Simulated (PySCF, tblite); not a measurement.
# C6H13O radical: geometry, infrared bands and EPR parameters

Aim: predict the infrared bands and EPR parameters of C6H13O radical (`C[C](C)CCCO`).

Computed with tblite 0.8.0 and PySCF 2.14.0, with density-fitted response routines of our own, on a single molecule in the gas phase. Atoms are numbered from 0 throughout.

## 1. The starting structure

20 atoms, charge 0, multiplicity 2; geometry from: force field or distance geometry start.

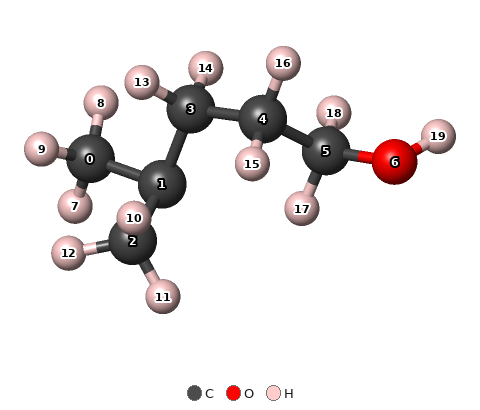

The starting geometry (carbon dark grey, oxygen red, hydrogen pink), atoms numbered; sticks join atoms by distance.

## 2. Relaxing the molecule with GFN2-xTB

What the job is given:

```
{"job": {"kind": "relax", "xc": "GFN2-xTB", "basis": "xTB"}, "charge": 0, "multiplicity": 2}
C     -1.870400     1.471700    -0.054200
C     -0.781800     0.515900    -0.521900
C     -1.505500    -0.663600    -1.123200
C     -0.072300     0.120400     0.767000
C      1.067200    -0.847700     0.571000
C      2.061400    -0.133300    -0.359000
O      3.146200    -0.980900    -0.587400
H     -2.261000     1.980000    -0.940800
H     -1.486200     2.186000     0.706200
H     -2.688200     0.872100     0.413600
H     -1.446700    -1.590500    -0.527800
H     -1.180900    -0.851800    -2.147700
H     -2.611900    -0.410200    -1.178500
H     -0.829500    -0.289600     1.488500
H      0.343700     1.058900     1.202500
H      0.714900    -1.748900     0.043000
H      1.582900    -1.079100     1.515000
H      1.476100     0.027500    -1.305800
H      2.350600     0.849900     0.042100
H      3.986200    -0.476200    -0.415400
```

Started as:

```bash
OMP_NUM_THREADS=1 python probes_run.py task.json out
```

This one command runs all jobs of the session in turn.

Standard output:

```text
step      E/eV     max force
  0    -637.46997    3.561
  1    -637.75159    2.244
  2    -637.90618    0.647
  3    -637.95725    0.687
  4    -638.01906    0.840
  5    -638.10668    0.845
  6    -638.19051    0.691
  7    -638.24207    0.489
  8    -638.28017    0.386
  9    -638.30356    0.457
 10    -638.32395    0.539
 11    -638.34571    0.430
 12    -638.36223    0.213
 13    -638.37391    0.187
 14    -638.38171    0.179
 15    -638.38756    0.140
 16    -638.39209    0.128
 17    -638.39559    0.148
 18    -638.39860    0.119
 19    -638.40143    0.124
 20    -638.40400    0.093
 21    -638.40632    0.091
 22    -638.40851    0.095
 23    -638.41041    0.091
 24    -638.41197    0.098
 25    -638.41342    0.101
 26    -638.41486    0.105
 27    -638.41634    0.093
 28    -638.41800    0.096
 29    -638.42015    0.111
 30    -638.42312    0.160
 31    -638.42712    0.228
 32    -638.43196    0.232
 33    -638.43803    0.200
 34    -638.44454    0.281
 35    -638.44943    0.505
 36    -638.45419    0.739
 37    -638.46552    0.214
 38    -638.47391    0.181
 39    -638.48644    0.409
 40    -638.49298    0.243
 41    -638.50555    0.228
 42    -638.51354    0.263
 43    -638.50642    0.865
 44    -638.51942    0.161
 45    -638.52202    0.138
 46    -638.53180    0.180
 47    -638.53372    0.127
 48    -638.53716    0.111
 49    -638.53905    0.101
 50    -638.54202    0.106
 51    -638.54402    0.095
 52    -638.54542    0.120
 53    -638.54622    0.088
 54    -638.54716    0.075
 55    -638.54803    0.074
 56    -638.54906    0.070
 57    -638.54953    0.063
 58    -638.55015    0.047
 59    -638.55058    0.044
 60    -638.55102    0.046
 61    -638.55141    0.049
 62    -638.55182    0.051
 63    -638.55227    0.058
 64    -638.55284    0.070
 65    -638.55341    0.066
 66    -638.55392    0.056
 67    -638.55442    0.049
 68    -638.55496    0.042
 69    -638.55551    0.046
 70    -638.55597    0.044
 71    -638.55631    0.042
 72    -638.55660    0.050
 73    -638.55696    0.053
 74    -638.55738    0.051
 75    -638.55781    0.053
 76    -638.55826    0.051
 77    -638.55880    0.046
 78    -638.55950    0.059
 79    -638.56026    0.069
 80    -638.56095    0.068
 81    -638.56158    0.059
 82    -638.56225    0.063
 83    -638.56315    0.072
 84    -638.56433    0.086
 85    -638.56575    0.089
 86    -638.56740    0.105
 87    -638.56923    0.120
 88    -638.57074    0.237
 89    -638.57108    0.149
 90    -638.57302    0.097
 91    -638.57395    0.108
 92    -638.57541    0.078
 93    -638.57626    0.063
 94    -638.57731    0.080
 95    -638.57818    0.068
 96    -638.57876    0.070
 97    -638.57915    0.054
 98    -638.57949    0.068
 99    -638.57981    0.063
100    -638.58011    0.046
101    -638.58036    0.036
102    -638.58049    0.023
103    -638.58061    0.024
104    -638.58074    0.026
105    -638.58089    0.030
106    -638.58101    0.027
107    -638.58112    0.031
108    -638.58127    0.033
109    -638.58151    0.040
110    -638.58186    0.050
111    -638.58222    0.042
112    -638.58254    0.043
113    -638.58287    0.043
114    -638.58335    0.056
115    -638.58402    0.074
116    -638.58470    0.063
117    -638.58519    0.045
118    -638.58558    0.041
119    -638.58599    0.050
120    -638.58643    0.055
121    -638.58684    0.057
122    -638.58718    0.048
123    -638.58761    0.052
124    -638.58837    0.060
125    -638.58915    0.061
126    -638.58992    0.050
127    -638.59040    0.055
128    -638.59075    0.051
129    -638.59111    0.060
130    -638.59148    0.043
131    -638.59209    0.059
132    -638.59241    0.051
133    -638.59276    0.054
134    -638.59300    0.032
135    -638.59319    0.023
136    -638.59336    0.029
137    -638.59347    0.019
138    -638.59354    0.017
139    -638.59358    0.016
140    -638.59362    0.011
141    -638.59365    0.014
142    -638.59367    0.008
```

Run time: 0.74 s. Hardware: 1 thread of Arm Neoverse V2, shared host.

Relaxation path: (not every step is listed)

```csv
step,energy from step 0 (eV),largest force (eV/Å)
0,0.0000,3.5614
1,-0.2816,2.2439
2,-0.4362,0.6469
3,-0.4873,0.6869
4,-0.5491,0.8405
5,-0.6367,0.8448
6,-0.7205,0.6915
7,-0.7721,0.4894
8,-0.8102,0.3857
20,-0.9340,0.0934
32,-0.9620,0.2319
44,-1.0494,0.1614
56,-1.0791,0.0704
68,-1.0850,0.0422
80,-1.0910,0.0677
92,-1.1054,0.0779
104,-1.1108,0.0262
116,-1.1147,0.0628
128,-1.1208,0.0510
137,-1.1235,0.0190
138,-1.1236,0.0167
139,-1.1236,0.0163
140,-1.1236,0.0108
141,-1.1237,0.0139
142,-1.1237,0.0083
```

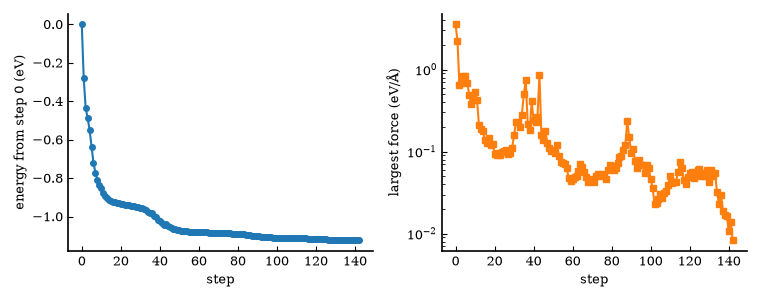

Energy and force, step by step.

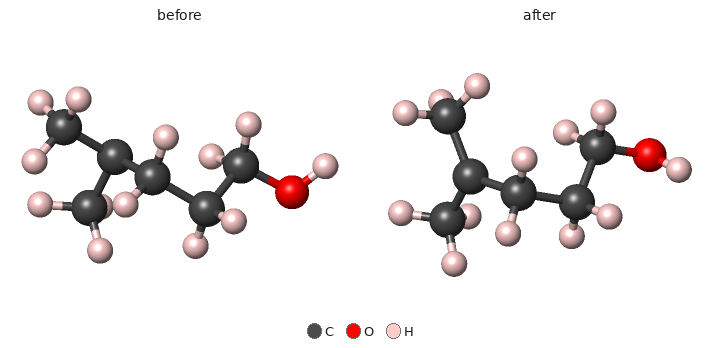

The geometry before (left) and after (right).

Close pairs (by a distance rule), those that changed most:

```
  bond  before (Å)  after (Å)  change (Å)
C2–H12       1.136      1.091      -0.046
 C1–C3       1.524      1.484      -0.039
 C0–C1       1.522      1.485      -0.037
 C3–C4       1.508      1.545      +0.037
C5–H17       1.125      1.092      -0.033
O6–H19       0.995      0.964      -0.031
C3–H13       1.123      1.097      -0.027
 C0–H8       1.112      1.088      -0.024
```

The final coordinates are the input of the step that follows.

## 3. Vibrational analysis with GFN2-xTB

What the job is given:

```
{"job": {"kind": "ir", "xc": "GFN2-xTB", "basis": "xTB"}, "charge": 0, "multiplicity": 2}
C     -1.456904     1.555676    -0.331120
C     -1.166973     0.131237    -0.028360
C     -1.795965    -0.920660    -0.867371
C     -0.193326    -0.252200     1.023926
C      1.139055    -0.784680     0.452228
C      1.863346     0.274854    -0.375200
O      3.053257    -0.207508    -0.955940
H     -1.491906     1.728244    -1.409043
H     -0.709032     2.213683     0.106100
H     -2.435295     1.855198     0.065304
H     -1.827148    -1.873956    -0.342366
H     -1.243077    -1.077150    -1.802286
H     -2.811804    -0.638062    -1.145744
H     -0.612882    -1.048655     1.650208
H      0.020731     0.604845     1.666190
H      0.944021    -1.653269    -0.178601
H      1.782859    -1.101734     1.278411
H      1.237059     0.587222    -1.213177
H      2.072711     1.156960     0.249485
H      3.626127    -0.539367    -0.255378
```

Standard output:

```text
mode    cm-1     km/mol
  1      36.8      0.77
  2      54.9      1.16
  3      83.7      0.45
  4      93.0      3.08
  5      98.5      3.11
  6     178.1      2.34
  7     232.5      0.93
  8     315.5     30.92
  9     353.8    111.80
 10     388.8      9.31
 11     396.7     13.94
 12     503.6      8.94
 13     775.3      2.83
 14     821.7      5.46
 15     881.0      1.64
 16     967.8      3.22
 17     975.1      6.67
 18     987.4      1.27
 19    1017.9      7.02
 20    1027.7     25.06
 21    1041.5     36.02
 22    1056.8      5.54
 23    1093.5     63.09
 24    1122.8      8.32
 25    1175.6      3.20
 26    1256.8     12.11
 27    1285.3     13.01
 28    1296.9     13.72
 29    1312.0     18.57
 30    1329.7     51.15
 31    1341.4     18.70
 32    1357.9     25.99
 33    1396.7      3.77
 34    1405.7      2.00
 35    1468.7      2.00
 36    1471.8      2.11
 37    1475.9      1.38
 38    1481.7      0.53
 39    1486.4      1.59
 40    1489.6      0.81
 41    1495.2      1.80
 42    2858.3     68.82
 43    2880.2     53.39
 44    2883.4     26.11
 45    2900.3     45.90
 46    2944.5     52.93
 47    2965.5     28.09
 48    2972.9     37.54
 49    2990.4     67.78
 50    2991.1     10.53
 51    2996.6     45.04
 52    3015.7     45.09
 53    3028.5     40.01
 54    3540.6      5.92
```

It took 0.52 s on 1 thread of Arm Neoverse V2, shared host.

Which atoms move in the most intense modes:

```
cm⁻¹  km/mol                        atoms
 354   111.8                     H19 58 %
1094    63.1             C5 44 %, O6 24 %
1330    51.1  H19 22 %, C1 17 %, H17 14 %
2858    68.8                     H18 93 %
2880    53.4                     H11 83 %
2900    45.9                     H13 92 %
2944    52.9                     H16 89 %
2990    67.8           H12 73 %, H17 17 %
```

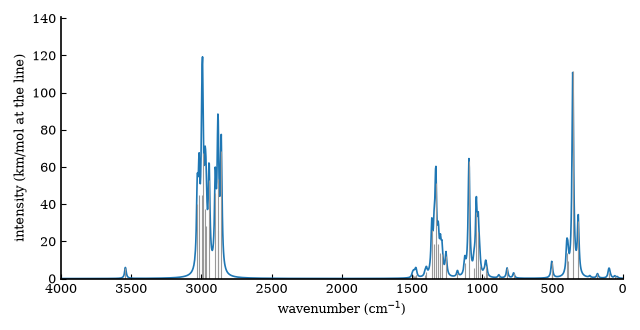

The infrared spectrum from these modes, unscaled. Lines are broadened to a width of 14 cm⁻¹ (Lorentzian).

## 4. EPR parameters: B3LYP/pcH-1

Same as in step 3 but for these lines:

```diff
@@ -1,2 +1,2 @@
-{"job": {"kind": "ir", "xc": "GFN2-xTB", "basis": "xTB"}, "charge": 0, "multiplicity": 2}
+{"job": {"kind": "epr", "basis": "pcH-1"}, "charge": 0, "multiplicity": 2}
 C     -1.456904     1.555676    -0.331120
```

Method: UKS B3LYP, pcH-1 on C H O, non-relativistic, mean-field spin-orbit, GIAO.

Standard output:

```text
UKS, coarse grid
  cycle   1  E = -311.53758789  |g| = 5.50e-01
  cycle   2  E = -311.43588882  |g| = 7.70e-01
  cycle   3  E = -311.66170608  |g| = 7.22e-02
  cycle   4  E = -311.66320282  |g| = 3.84e-02
  cycle   5  E = -311.66386459  |g| = 5.73e-03
  cycle   6  E = -311.66388126  |g| = 2.56e-03
  cycle   7  E = -311.66388481  |g| = 9.12e-04
UKS, final grid
  cycle   1  E = -311.66390595  |g| = 9.91e-04
  cycle   2  E = -311.66390572  |g| = 1.23e-03
  cycle   3  E = -311.66390643  |g| = 9.95e-05
  cycle   4  E = -311.66390643  |g| = 6.54e-05
  cycle   5  E = -311.66390643  |g| = 1.97e-05
E = -311.66390643 Eh   <S^2> = 0.7541 (exact 0.7500)
g shifts (ppm)      1          2          3
  rmc          -144       -144       -144
  gc             -2         34         28
  oz_so         -11        673        696
  total        -157        563        580
hyperfine (MHz)  atom isotope    a_iso     a_fc   dipolar eigenvalues
    0   13C     -34.75     -34.75     -1.99     -0.14      2.12
    1   13C      94.81      94.81    -81.37    -81.23    162.60
    2   13C     -33.70     -33.70     -1.79     -0.49      2.28
    3   13C     -33.90     -33.90     -1.82     -0.40      2.22
    4   13C      67.13      67.13     -5.60     -5.10     10.70
    5   13C      -0.46      -0.46     -1.14     -0.06      1.20
    6   17O       0.16       0.16     -0.72      0.23      0.49
    7    1H      67.12      67.12     -4.44     -3.96      8.41
    8    1H      14.58      14.58     -4.69     -3.79      8.49
    9    1H     130.19     130.19     -5.04     -4.02      9.06
   10    1H      21.32      21.32     -4.67     -3.91      8.58
   11    1H     127.53     127.53     -4.78     -3.77      8.55
   12    1H      50.62      50.62     -4.53     -4.23      8.76
   13    1H      71.13      71.13     -4.66     -4.46      9.13
   14    1H       9.36       9.36     -5.02     -3.89      8.91
   15    1H      -3.95      -3.95     -4.50     -1.84      6.34
   16    1H       3.49       3.49     -3.52     -1.90      5.42
   17    1H       0.42       0.42     -4.59     -3.11      7.71
   18    1H       0.39       0.39     -1.90     -1.49      3.39
   19    1H       0.78       0.78     -1.00     -0.64      1.63
```

It took 94 s on 1 thread of Arm Neoverse V2, shared host; peak memory 0.98 GiB.

Principal g values 2.00216, 2.00288, 2.00290; g(iso) = 2.00265, against 2.00232 for a free electron.

Hyperfine couplings; where a row names several nuclei, a(iso) is their mean (it holds for fast rotation or exchange) and the dipolar term the largest among them:

```
                   nuclei  isotope  a(iso) (MHz)  a(iso) (G, at g = 2.0023)  largest dipolar term (MHz)
                       C1      13C          94.8                       33.8                       162.6
H7, H8, H9, H10, H11, H12       1H          68.6                       24.5                         9.1
                       C4      13C          67.1                       24.0                        10.7
                 H13, H14       1H          40.2                       14.4                         9.1
                   C0, C2      13C         -34.2                      -12.2                         2.3
                       C3      13C         -33.9                      -12.1                         2.2
                      H19       1H           0.8                        0.3                         1.6
                       C5      13C          -0.5                       -0.2                         1.2
                 H17, H18       1H           0.4                        0.1                         7.7
                 H15, H16       1H          -0.2                       -0.1                         6.3
                       O6      17O           0.2                        0.1                        -0.7
```

Mulliken spin populations:

C0 -0.08; C1 0.97; C2 -0.08; C3 -0.08; C4 0.05; C5 0.00; O6 0.00; H7 0.03; H8 0.01; H9 0.05; H10 0.01; H11 0.06; H12 0.02; H13 0.03; H14 0.00; H15 0.00; H16 0.01; H17 0.00; H18 0.00; H19 0.00

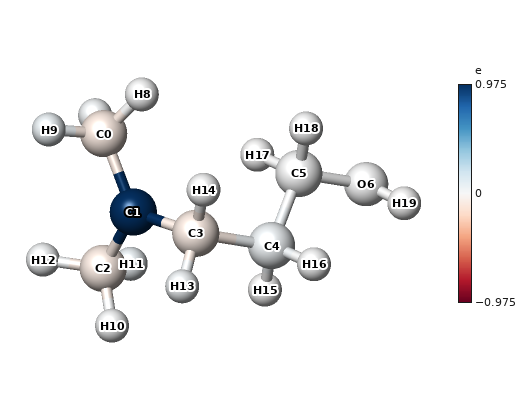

Mulliken spin populations, as colours on the atoms.

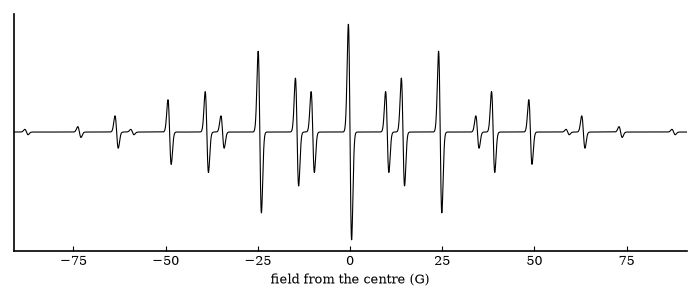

First-order isotropic spectrum (first derivative, main isotopes with spin only, couplings over 0.8 MHz, Gaussian width 0.4 G; couplings of the frozen geometry, rotation of groups not averaged beyond the rows shown).

Orbitals, density, ELF and potential are computed afterwards from the orbital file.

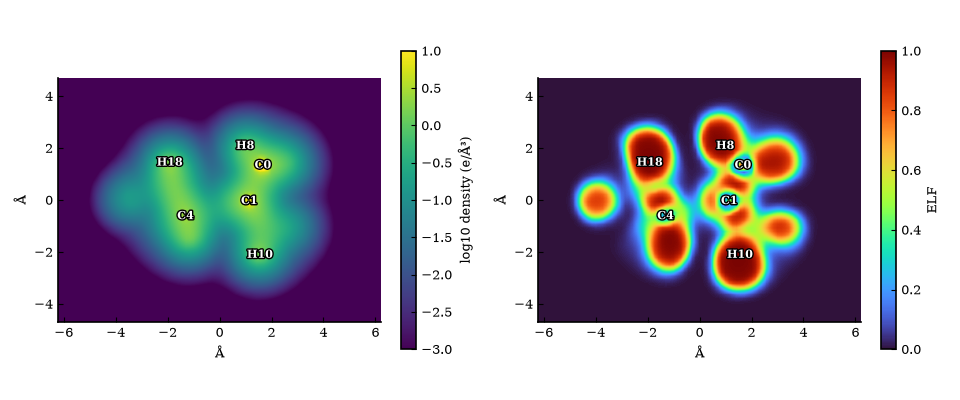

Density (left) and ELF (right) in a plane through or near 6 of the atoms.

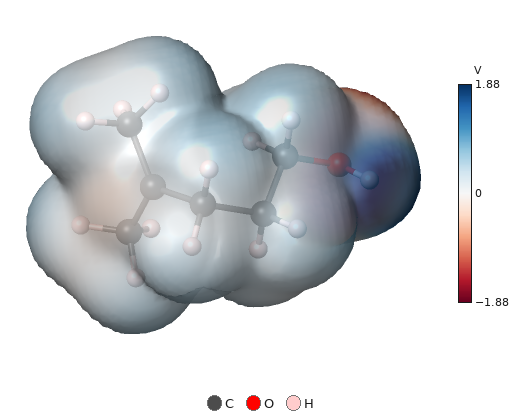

The potential that a unit positive charge feels on the 0.002 e/bohr³ surface, from -1.68 V near O6 to 1.88 V near H19.

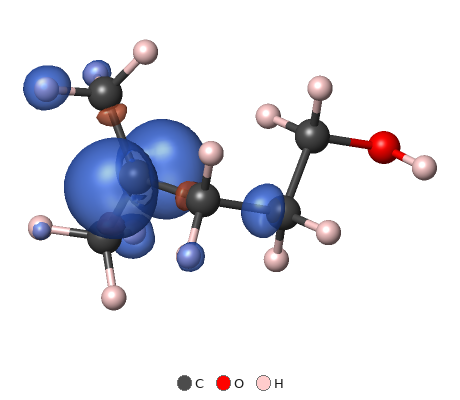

Spin density at ±0.04 e/Å³ (alpha excess blue, beta excess red).

## 5. Results

```
                                 quantity                 value
strongest single infrared mode (GFN2-xTB)  354 cm⁻¹, 112 km/mol
             zero-point energy (GFN2-xTB)        110.1 kcal/mol
                           g(iso) (B3LYP)               2.00265
                                     ⟨S²⟩    0.754 (exact 0.75)
       largest a(iso) (averaged by class)   13C on C1, 94.8 MHz
    surface potential, least and greatest    -1.68 V and 1.88 V
```

Relaxing lowered the energy by 1.124 eV in 142 steps; the close pair that moved most is C2–H12, from 1.136 to 1.091 Å. All 54 modes are real, so the xTB geometry is a minimum. The strongest single mode, at 354 cm⁻¹, moves mainly H19. GFN2-xTB is a fitted tight-binding method: band positions and strengths are rough. Its intensities can rank the bands wrongly. C1 carries the largest spin population, 0.97 e. The isotropic g lies 0.3 ppt above the free-electron value.
